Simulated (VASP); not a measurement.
Given:

```
CELL_PARAMETERS angstrom
      1.45938    -2.52772     0.00000
      1.45938     2.52772     0.00000
      0.00000     0.00000     2.85449
ATOMIC_POSITIONS crystal
  W  0.00000 0.00000 0.00000
  C  0.33333 0.66667 0.50000
```

The numbers are results of TPSS meta-GGA, VASP's PBE PAW potentials (set 64) (plane waves; VASP), not measurements. Numerical set-up: 520 eV cut-off, 16×16×14 Γ-centred mesh, tetrahedra with Blöchl corrections, potentials W_sv C.

Unless said otherwise, spin-orbit coupling is left out, though it shifts the bands of the heavy elements here.

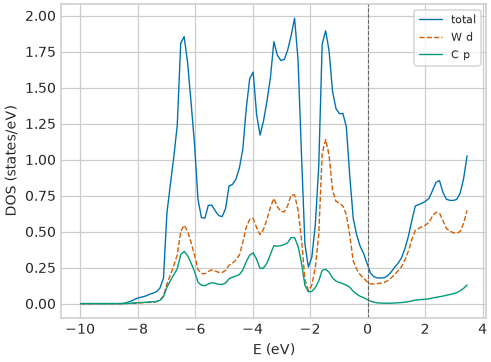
*Total and projected density of states, zero at the Fermi level*

Within 2 eV below the Fermi level the largest weight inside VASP's projection spheres is W d, then C p.

It has no gap at this level: it comes out as a metal or semimetal.

The compound is WC in the wc structure. It was relaxed first.
